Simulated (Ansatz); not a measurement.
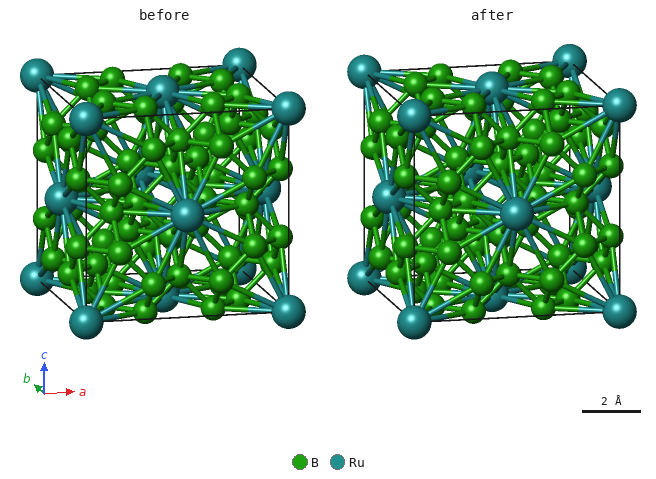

The structure of crystalline B$_{12}$Ru (a generated structure, set up in Fm-3m) (coarse preliminary run) before (left) and after (right) a relaxation, at one scale.

A ball-and-stick model of the conventional cell (4 times the calculation's cell), seen slightly off an axis. Lengths and directions refer to the drawn axes.

The calculation used DFT PBE, scalar-relativistic, plane waves, PAW in Ansatz 0.2.0. Set-up: plane-wave cutoff 420 eV; k-point mesh 4 × 4 × 4; occupations gaussian; smearing width 0.1 eV; no spin polarisation; cell and atoms relaxed; force threshold 0.04 eV/Å; at most 70 steps.

Q: What changed between the two?

A: The largest moves relative to the cell, 0.025 Å, are those of B atoms. Ru stays in place. Cell: a = b = c 7.276 → 7.383 Å (+1.5 %). Volume +4.5 %. Near-neighbour distances that change, for instance: B–B 1.730 → 1.781 Å, B–Ru 2.707 → 2.739 Å, B–B 1.685 → 1.659 Å. The space group stays Fm-3m (No. 225). After 3 accepted moves (4 points after the start) the energy has fallen by 25.7 meV per atom. Largest force component: 0.91 eV/Å at the start, 0.008 eV/Å at the end. The pressure goes from 11.17 to −0.01 GPa. The SCF was repeated once at an unchanged geometry on a basis and grid sized afresh for the cell, which shifted the energy by 0.9 meV per atom at most. The run took 11 s on 1 thread of Arm Neoverse V1, on a shared host, peak memory 0.36 GiB.
